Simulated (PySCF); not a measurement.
Vertical excitations of a molecule C₂H₈F₂Si₂ from TDDFT-LC-ωPBE/def2-SVPD run with PySCF, as energy in eV (oscillator strength): 7.51 (0.042), 7.73 (0.031), 8.34 (0.025), 8.52 (0.538), 8.58 (0.005), 8.87 (0.015), 8.92 (0.018), 9.15 (0.066), 9.21 (0.160), 9.31 (0.039). Lowest triplet (TDA): 6.44 eV. Geometry optimised at B3LYP-D3(BJ)/def2-SVP. Other conformers were not sampled.

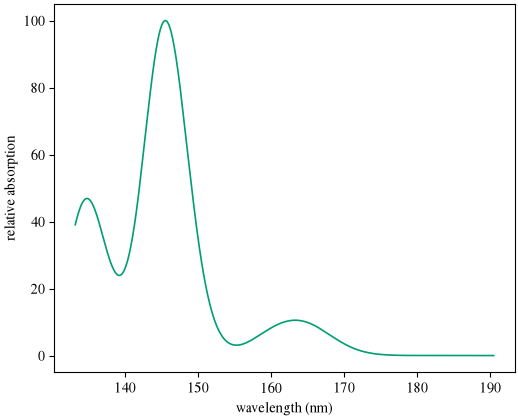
The lines broadened by 0.4 eV.

Which molecule gave these data?
A. FC[SiH]([SiH3])CF
B. C[C@H](F)[Si@@H](F)[SiH3]
C. F[SiH2]CC[SiH2]F
D. FC(F)C[SiH2][SiH3]

D, FC(F)C[SiH2][SiH3]
